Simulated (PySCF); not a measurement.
C5H5, charge −1, SMILES `[cH-]1cccc1`.

Method: CAM-B3LYP/def2-SVP; geometry: GFN2-xTB; program: PySCF. No frequency check shows the geometry to be a minimum. The basis has no diffuse functions, which an anion needs.

Input script:

```python
import numpy as np
from pyscf import gto, scf, dft
from pyscf.prop import nmr
from pyscf.data import nist

def solve(mol, dm0=None, hcore=None):
    mf = (dft.UKS if mol.spin else dft.RKS)(mol, xc='camb3lyp')
    mf.grids.level = 3
    mf.conv_tol, mf.max_cycle = 1e-8, 80
    if hcore is not None:
        mf.get_hcore = lambda *args: hcore
    mf.kernel(dm0)
    if not mf.converged:
        mf = mf.newton().run(mf.mo_coeff, mf.mo_occ, max_cycle=30)
    assert mf.converged, 'SCF not converged'
    return mf

mol = gto.M(atom='''
C     -1.05617     0.53840     0.00000
C      0.18569     1.17085     0.00000
C      1.17092     0.18521     0.00000
C      0.53799    -1.05637     0.00000
C     -0.83843    -0.83809     0.00000
H     -2.02478     1.03220     0.00000
H      0.35597     2.24465     0.00000
H      2.24478     0.35508     0.00000
H      1.03136    -2.02520     0.00000
H     -1.60737    -1.60671     0.00000
''', basis='def2-svp', charge=-1, spin=0, verbose=4)
mf = solve(mol)
vxc = nmr.rks.get_vxc_giao  # smaller grid blocks
nmr.rks.get_vxc_giao = lambda *a, **k: vxc(*a, **{**k, 'max_memory': 300})
calc = nmr.RKS(mf)
calc.cphf = True
nuclei = calc.kernel()
mo1 = calc.mo10
# ring centres and points 1 angstrom above and below them
points = np.array([
    [-0.0000, 0.0000, 0.0000],
    [-0.0000, 0.0000, 1.0000],
    [-0.0000, 0.0000, -1.0000],
]) / nist.BOHR
mol.atom_coord = lambda i, unit='Bohr': points[i]
idx = range(len(points))
sigma = (calc.dia(shielding_nuc=idx) + calc.para(mo10=mo1, shielding_nuc=idx)[0]) * nist.ALPHA**2 * 1e6
for p, t in zip(points, sigma):
    print('NICS at %8.4f %8.4f %8.4f  %8.2f ppm' % (*(p * nist.BOHR), -t.trace() / 3))
occ = mf.mo_coeff[:, mf.mo_occ > 0]
dm1 = np.array([mf.mo_coeff @ (2 * x) @ occ.T for x in mo1])
np.savez('result.npz', sigma=sigma, nuclei=nuclei, dm0=mf.make_rdm1(), dm1=dm1, e=mf.e_tot, eps=mf.mo_energy, occ=mf.mo_occ)
```

Command:

```sh
OMP_NUM_THREADS=1 python input.py
```

The run took 19 s on 1 thread of Intel(R) Xeon(R) 6975P-C (Granite Rapids) (shared host), peak memory 0.56 GiB.

The script gives the values at the ring points; maps and scans were evaluated afterwards from its response orbitals, outside that time.

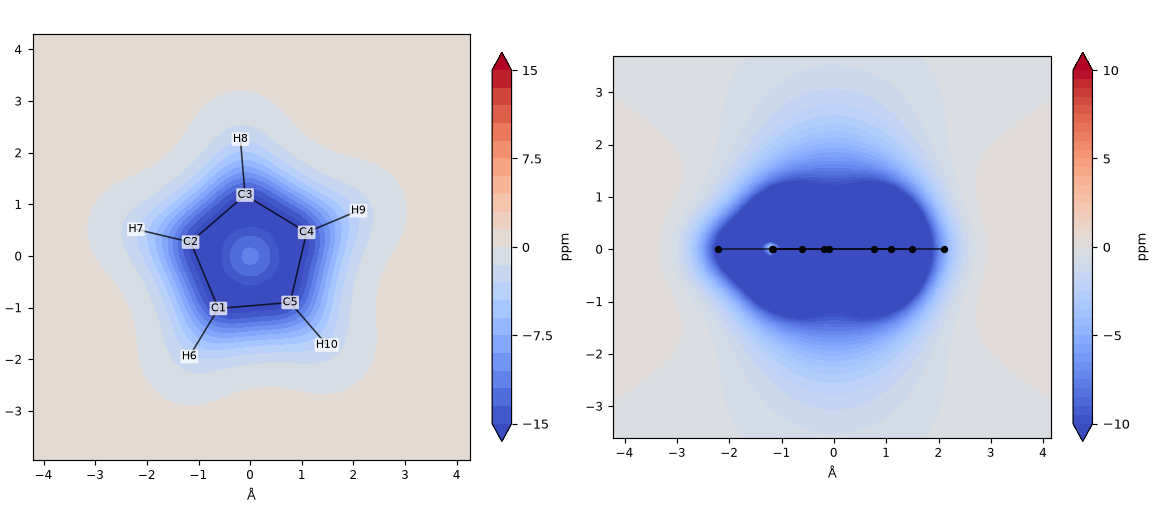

Isotropic NICS 1.0 Å above the plane of the 5-membered ring C1/C2/C3/C4/C5 (left) and isotropic NICS in a plane perpendicular to the same ring (right); GIAO shieldings; atoms are projected onto the map; negative values mean shielding.

### Classify the ring and give its NICS values.

It is strongly diatropic (aromatic): NICS(0) = −15.0, NICS(1) = −11.6, NICS(1)zz = −33.5 ppm.
